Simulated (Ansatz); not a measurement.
Process, species as SMILES: [C-]#[NH+] (C-NH) → C atom + H atom + N atom
B3LYP-D3(BJ)/def2-TZVP geometries, fixed; electronic energies without zero-point terms.

Basis-set convergence of the atomisation energy at B2PLYP with Ansatz (a quantum-chemistry and plane-wave program). All functions are spherical. Cores are frozen. Open shells are unrestricted. No added dispersion term, no relativity. Functions are those of the species that has most. Reference: the value in pcseg-4, 300.44 kcal/mol, itself unsure by roughly 0.50 kcal/mol (its mean distance from aug-pcseg-3, aug-cc-pVQZ, cc-pV5Z). Deviations are taken from unrounded values.

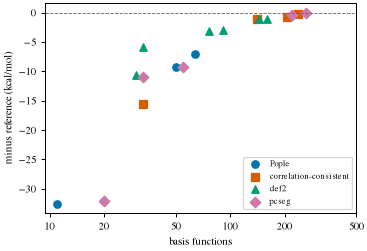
*Deviation from the reference against the number of basis functions, by family of sets.*

```csv
basis,functions,atomisation energy (kcal/mol),minus reference (kcal/mol)
STO-3G,11,267.88,-32.56
pcseg-0,20,268.36,-32.09
def2-SV(P),30,289.82,-10.63
cc-pVDZ,33,284.91,-15.54
def2-SVP,33,294.64,-5.81
pcseg-1,33,289.41,-11.04
6-311+G**,50,291.24,-9.20
aug-pcseg-1,55,291.16,-9.28
"6-311++G(2d,2p)",64,293.45,-6.99
def2-TZVPP,76,297.30,-3.15
def2-TZVPPD,91,297.49,-2.95
cc-pVQZ,140,299.41,-1.03
def2-QZVPP,144,299.32,-1.12
def2-QZVPPD,159,299.40,-1.05
aug-cc-pVQZ,206,299.70,-0.75
aug-pcseg-3,219,299.97,-0.48
cc-pV5Z,237,300.16,-0.29
pcseg-4,263,300.44,0.00
```
